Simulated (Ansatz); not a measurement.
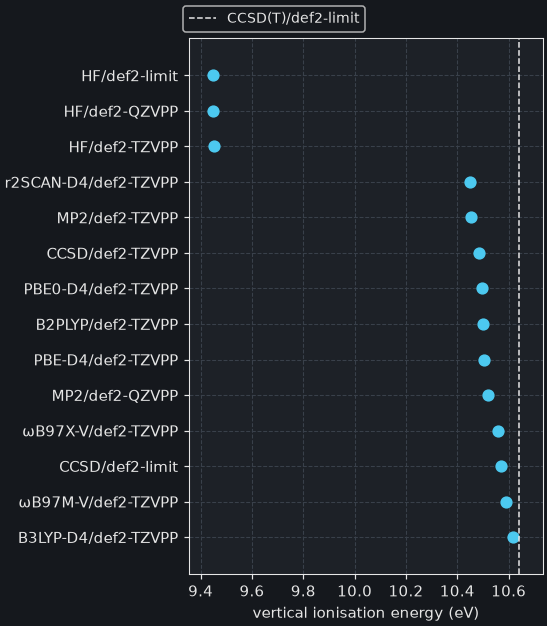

Vertical ionisation energy of PH₃, SMILES P, taken as the energy of the cation less that of the neutral at fixed geometry (unrestricted doublet cation, cores frozen in correlated methods, no spin-orbit coupling), the Ansatz code, at a PBE0-D4/def2-TZVP geometry (a minimum by its frequencies). Limit means an estimate of the basis limit from triple and quadruple zeta; for coupled cluster it is either extrapolated directly or built as the MP2 limit plus the step from MP2 in triple zeta. B2PLYP/def2-TZVPP holds a correlation term that converges slowly with the basis, so part of the distance to the limit is basis error. The distance of MP2/def2-TZVPP, CCSD/def2-TZVPP and MP2/def2-QZVPP to the limit includes basis error.

### What range do the values span, the line included?

From 9.45 eV (HF/def2-limit) to 10.64 eV (CCSD(T)/def2-limit).

### Give the values.

| level | eV | less CCSD(T)/def2-limit |
| --- | --- | --- |
| HF/def2-limit | 9.45 | −1.19 |
| HF/def2-QZVPP | 9.45 | −1.19 |
| HF/def2-TZVPP | 9.45 | −1.19 |
| r2SCAN-D4/def2-TZVPP | 10.45 | −0.19 |
| MP2/def2-TZVPP | 10.45 | −0.19 |
| CCSD/def2-TZVPP | 10.49 | −0.15 |
| PBE0-D4/def2-TZVPP | 10.50 | −0.14 |
| B2PLYP/def2-TZVPP | 10.50 | −0.14 |
| PBE-D4/def2-TZVPP | 10.50 | −0.14 |
| MP2/def2-QZVPP | 10.52 | −0.12 |
| ωB97X-V/def2-TZVPP | 10.56 | −0.08 |
| CCSD/def2-limit | 10.57 | −0.07 |
| ωB97M-V/def2-TZVPP | 10.59 | −0.05 |
| B3LYP-D4/def2-TZVPP | 10.62 | −0.02 |
| CCSD(T)/def2-limit | 10.64 | 0.00 |
